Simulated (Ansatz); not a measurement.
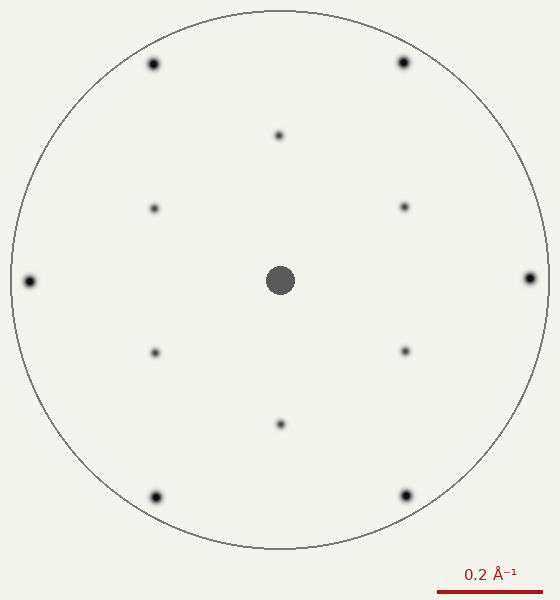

Simulated LEED pattern at 60 eV and normal incidence, from the upper face of a slab model. Spot positions follow from the surface net; brightness is a rough single-scattering estimate from the outer layers, good only for telling present from absent.

Find the real-space surface cell from the pattern.

The spots form a hexagonal reciprocal net with shortest vectors 0.277 and 0.277 Å⁻¹ at 60.0°. The primitive real-space mesh has edges 4.16 and 4.16 Å at 60.0° (or its supplement) and area 15.0 Å².

The slab has composition Be2Cd (3 atoms a cell, 0.0 Å thick). Structure: the end point of a relaxation with DFT PBE, scalar-relativistic, plane waves, PAW (Ansatz); the starting structure was generated, so it need not be a known form of this composition.

```
Be Cd
1.0
     4.12134   -0.59846    0.00000
    -1.54160    3.86873    0.00000
     0.00000    0.00000   23.80000
Be Cd
2 1
Direct
  0.33336 0.66664 0.29412
  0.66664 0.33336 0.29412
  0.00000 0.00000 0.29412
```
